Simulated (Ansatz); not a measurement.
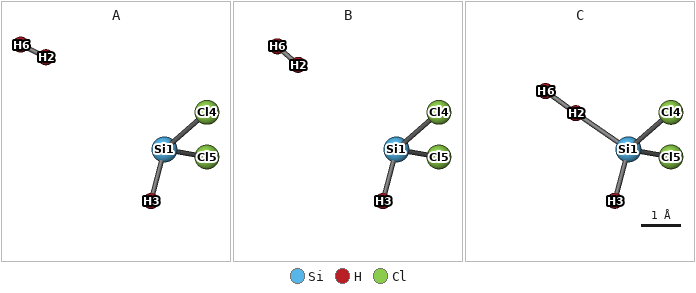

3 geometries from a converged minimum-energy path of SiH3Cl2 (multiplicity 2), made up of SiH$_{2}$Cl$_{2}$ and H, shuffled. The picture is a ball-and-stick view, seen from a free direction.

Level of theory: UHF/def2-SVP in Ansatz 0.2.0. Run with 7 movable images; climbing image; force threshold 0.03 eV/Å; iteration limit 60; starting path through a guess of the saddle point.

> Which frame is the transition state?

C. In order along the path, whose images run from 0 to 8: C (image 3, +69.1 kJ/mol), B (image 6, −17.1 kJ/mol), A (image 7, −18.2 kJ/mol). A hydrogen atom shifts from one atom to another. Breaking: Si1–H2 (1.47 → 1.70 at the top → 4.55 Å). Forming: H2–H6 (3.78 → 1.00 at the top → 0.75 Å).

Limits of the set-up: the start holds two separate molecules, 3.8 Å apart at their closest, whose relative position is a soft coordinate and is computed without a dispersion correction; Hartree-Fock leaves out electron correlation.

Cost: 90 s on 1 thread of Arm Neoverse V2, on a shared host, peak memory 0.15 GiB.
